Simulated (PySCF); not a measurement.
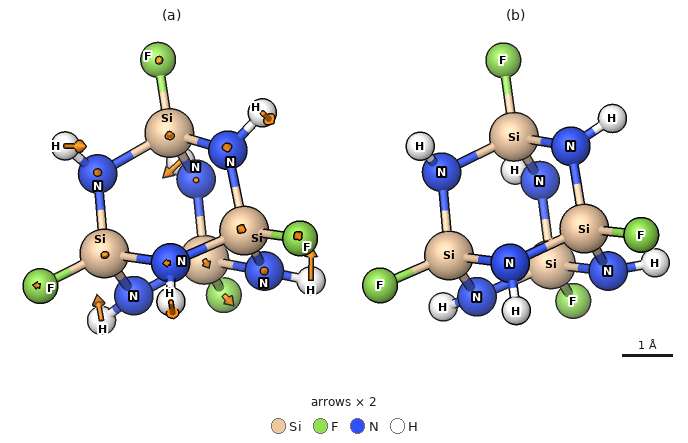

The structure of Si4N6H6F4 before (left) and after (right) a relaxation, at one scale. The orange arrows give the displacements, magnified 2 times.

A ball-and-stick model, seen at a tilt.

The start comes from GFN2-xTB. Its atoms were then displaced at random by about 0.03 Å.

Method: PBE0-D3(BJ)/def2-SVP geometry optimisation, gas phase (PySCF 2.14.0, density-fitted response routines). 

> What changed between the two?

After 18 geometry steps the energy has fallen by 121.5 kJ/mol. The atom that moves furthest after the best rigid fit is an H atom (0.37 Å). By element the largest moves are H 0.37 Å, F 0.17 Å, N 0.13 Å, Si 0.13 Å. Some distances before and after: N–Si 1.831 → 1.733 Å, N–Si 1.650 → 1.735 Å, N–Si 1.667 → 1.751 Å, F–Si 1.526 → 1.610 Å. Among the angles between lasting bonds that change: Si–N–H 123.8° → 115.1°, Si–N–H 119.2° → 111.3°, Si–N–Si 119.6° → 111.9°. The run took 6.5 min on 2 threads of AMD EPYC 9R45 96-Core Processor, on a shared host.
